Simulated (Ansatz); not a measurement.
# SnH3 (SMILES [SnH3]): UB2PLYP/STO-3G

What is the electronic atomisation energy of SnH3 at UB2PLYP/STO-3G? 

Program for the calculation: Ansatz 0.2.0.

34 further runs of the same task are left out: 3 that didn't finish, 31 set aside as unsound or not needed.

## Step 1: The structure to begin with

SnH3: 4 atoms, total charge 0, spin state doublet. SMILES: `[SnH3]`. The coordinates come from a PBE0-D4/def2-TZVP relaxation.

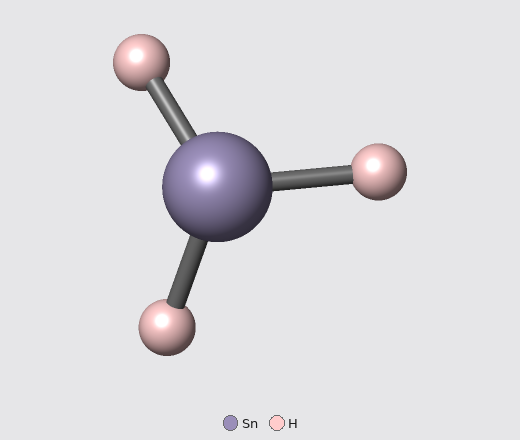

The structure, seen from a chosen angle (tin purple, hydrogen pink).

## Step 2: A single-point energy at UB2PLYP/STO-3G

File in.yaml:

```yaml
crystal:
  periodic: [false, false, false]
  atoms:
    - {symbol: Sn, position_ang: [0.280200, -0.211600, -0.271700]}
    - {symbol: H, position_ang: [1.055200, 0.011000, 1.241700]}
    - {symbol: H, position_ang: [-1.125000, -1.172200, -0.064000]}
    - {symbol: H, position_ang: [-0.154900, 1.312500, -0.926300]}
basis:
  gaussian:
    orbitals: STO-3G
magnetization:
  spin_polarized: true
  initial_magnetization: 1
hamiltonian:
  xc: {name: B2PLYP}
correlation:
  frozen_orbitals: {H: 0, Sn: 18}
accuracy: high
```

The run is started by

```console
$ ansatz run in.yaml --threads 1 --pin off --max-ram 2610MiB --events-out events.jsonl --progress --plain --runs-dir runs
```

Standard output:

```text
Warning: RAYON_NUM_THREADS=1 ignored (pool sized by the plan → 1); use --threads N
Functional definition: B2PLYP
  name "B2PLYP"
  parameter a = 0.53
  parameter c = 0.27
  exchange = (1 - a)*b88_x + a*exact_x
  correlation = (1 - c)*lyp_c + c*(mp2_os + mp2_ss)
518 factors; integrals over basis functions are off by at most 4.9e-9 eV
mean field evaluation 1: about -162358.2878 eV, gradient 3.5e0 eV
mean field evaluation 2: about -162358.2544 eV, gradient 3.4e0 eV
mean field evaluation 4: about -162358.4512 eV, gradient 3.8e-1 eV
mean field evaluation 8: about -162358.4552 eV, gradient 1.0e-3 eV
mean field evaluation 16: about -162358.4552 eV, gradient 1.5e-8 eV
mean field -162358.45522351 eV, -5966.5631789506 hartree, gradient 1.5e-8 eV, S^2 0.750971; 0 other end points of the search recorded, 0 dependent functions left out
18 core orbitals not correlated: weight in the atoms' cores, before any rotation towards them, 1.000 or more for the frozen orbitals, at most 0.000 for the correlated occupied ones
reference -162358.45523951 eV, -5966.5631795386 hartree; 9, 8 occupied and 3, 4 virtual orbitals, 518 factors
second order -1.16704496 eV of doubles, -0.00000000 eV of singles
Total energy: -162358.77034165 eV, -5966.5747593286 hartree
```

Run time: 2.5 s. Hardware: 1 thread of Arm Neoverse V1, shared host; peak memory 0.14 GiB.

## Step 3: The H atom, same level

File molecule.yaml:

```yaml
crystal:
  periodic: [false, false, false]
  atoms:
    - {symbol: H, position_ang: [0.000000, 0.000000, 0.000000]}
basis:
  gaussian: {orbitals: STO-3G}
accuracy: high
magnetization: {spin_polarized: true, initial_magnetization: 1}
correlation: {frozen_orbitals: {H: 0}}
hamiltonian: {xc: {name: B2PLYP}}
```

Run the same way, it converges to -0.46478 Eh (log not shown).

## Step 4: The Sn atom, same level

File molecule.yaml:

```yaml
crystal:
  periodic: [false, false, false]
  atoms:
    - {symbol: Sn, position_ang: [0.000000, 0.000000, 0.000000]}
basis:
  gaussian:
    orbitals: STO-3G
magnetization:
  spin_polarized: true
  initial_magnetization: 2
hamiltonian:
  xc: {name: B2PLYP}
correlation:
  frozen_orbitals: {Sn: 18}
accuracy: high
```

Run the same way, it converges to -5964.72282 Eh (log not shown).

## Step 5: Summary of results

Level: UB2PLYP/STO-3G, 18 core orbitals frozen.

```
                     quantity           value
       molecule: total energy  -5966.57476 Eh
               molecule: ⟨S²⟩           0.751
         H atom: total energy     -0.46478 Eh
                 H atom: ⟨S²⟩           0.750
        Sn atom: total energy  -5964.72282 Eh
                Sn atom: ⟨S²⟩           2.000
electronic atomisation energy       12.452 eV
```

What this shows: Taking the molecule apart into free atoms costs 12.45 eV (1201 kJ/mol), before zero-point energy and without spin-orbit coupling. In a minimal basis such a difference can be off by several eV, whatever the method. Relativity is left out (molecule) although the molecule holds a heavy atom. Relativity is left out (Sn atom) although the molecule holds a heavy atom.
